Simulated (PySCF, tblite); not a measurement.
**H4O3SSi, a small molecule taken as a stand-in for a surface group (hydroxylated Si): NMR shifts, core binding energies and electronic excitations**

Aim: the NMR shifts, core binding energies and electronic excitations of `O[Si](O)(O)S`.

Computed with tblite 0.8.0 and PySCF 2.14.0; each step states its level. No surroundings beyond the atoms listed, unless a continuum is named. Atoms count from 0, parts from 1.

## 1. The system as given

9 atoms, charge 0, multiplicity 1; geometry: distance geometry start.

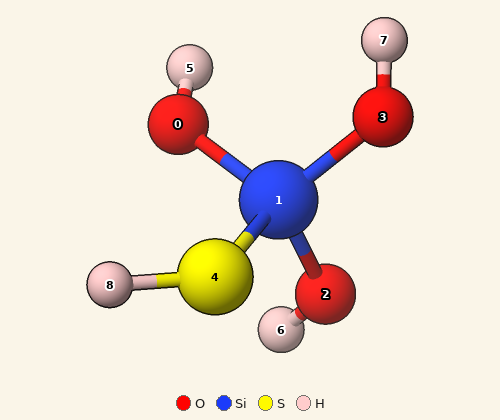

The starting geometry (oxygen red, silicon blue, sulfur yellow, hydrogen pink), atoms numbered.

## 2. Geometry optimisation with GFN2-xTB

Job settings and geometry (Å):

```
{"job": {"kind": "relax", "xc": "GFN2-xTB", "basis": "xTB"}, "charge": 0, "multiplicity": 1}
O      1.196892    -1.753967    -1.101320
Si     0.569866    -0.170291    -0.636691
O      1.460393     0.469787     0.723831
O      0.699035     0.948494    -2.004500
S     -1.521991    -0.385901    -0.100190
H      2.029421    -1.905666    -1.611410
H      1.831306    -0.089471     1.443452
H      1.043514     0.720583    -2.893531
H     -2.180703    -1.583048     0.125545
```

With the program's defaults for keys left out, this is: GFN2-xTB geometry optimisation, gas phase.

Command:

```bash
$ OMP_NUM_THREADS=1 python cluster_run.py task.json out
```

One launch serves the whole session: the jobs run in the order shown.

**Question.** The jobs that follow are: PBE0-D3(BJ)/def2-SVP geometry optimisation, gas phase; GIAO PBE0/pcSseg-2 NMR shielding, non-relativistic, gas phase; delta-SCF UKS SCAN, pcX-2 on the ionised atom, pcseg-1 elsewhere, spin-free X2C; TDDFT CAM-B3LYP/def2-SVPD, vertical, gas phase, core orbitals frozen in the response. Predict: point group; rotational constants (main isotopes); ¹H shifts against TMS (PBE0/pcSseg-2); ¹⁷O shifts against H2O (PBE0/pcSseg-2); ²⁹Si shifts against TMS (PBE0/pcSseg-2); ³³S shifts against CS2 (PBE0/pcSseg-2); O1s binding energies, SCAN/pcX-2; Si2p binding energies, SCAN/pcX-2; S2p binding energies, SCAN/pcX-2; lowest singlet (CAM-B3LYP/def2-SVPD); brightest single state of those computed; lowest triplet; vertical ionisation energy (ΔSCF).

As calculated:

```
                                quantity                               value
                             point group                                  C1
    rotational constants (main isotopes)                3.92, 2.39, 2.25 GHz
   ¹H shifts against TMS (PBE0/pcSseg-2)          2.11, 2.05, 1.93, 1.07 ppm
  ¹⁷O shifts against H2O (PBE0/pcSseg-2)                84.1, 68.2, 65.1 ppm
 ²⁹Si shifts against TMS (PBE0/pcSseg-2)                           -34.7 ppm
  ³³S shifts against CS2 (PBE0/pcSseg-2)                            -208 ppm
        O1s binding energies, SCAN/pcX-2  O0 539.02, O2 539.00, O3 538.98 eV
       Si2p binding energies, SCAN/pcX-2                       Si1 108.83 eV
        S2p binding energies, SCAN/pcX-2                        S4 169.95 eV
    lowest singlet (CAM-B3LYP/def2-SVPD)         6.22 eV (199 nm), f = 0.020
brightest single state of those computed         state 4, 7.89 eV, f = 0.093
                          lowest triplet                             5.79 eV
       vertical ionisation energy (ΔSCF)                            10.15 eV
```

What this shows: Over 8 steps the energy fell by 0.130 eV; of the close pairs, O0–H5 changed most, 0.919 to 0.963 Å (PBE0/def2-SVP). At PBE0/pcSseg-2: Shielding is most anisotropic at S4 (span 244 ppm, paramagnetic term -347 ppm). The O1s levels computed lie within 0.04 eV of one another, too close to rank. The first singlet state (HOMO→LUMO 0.47, HOMO→LUMO+1 0.27) lies at 6.22 eV and is weak; of the 6 states computed, the strongest absorption comes from state 4 at 7.89 eV. The lowest triplet lies 0.43 eV below the lowest singlet (triplets in Tamm-Dancoff, singlets in full TDDFT). The orbital energy would give 9.05 eV for ionisation, ΔSCF gives 10.15 eV.
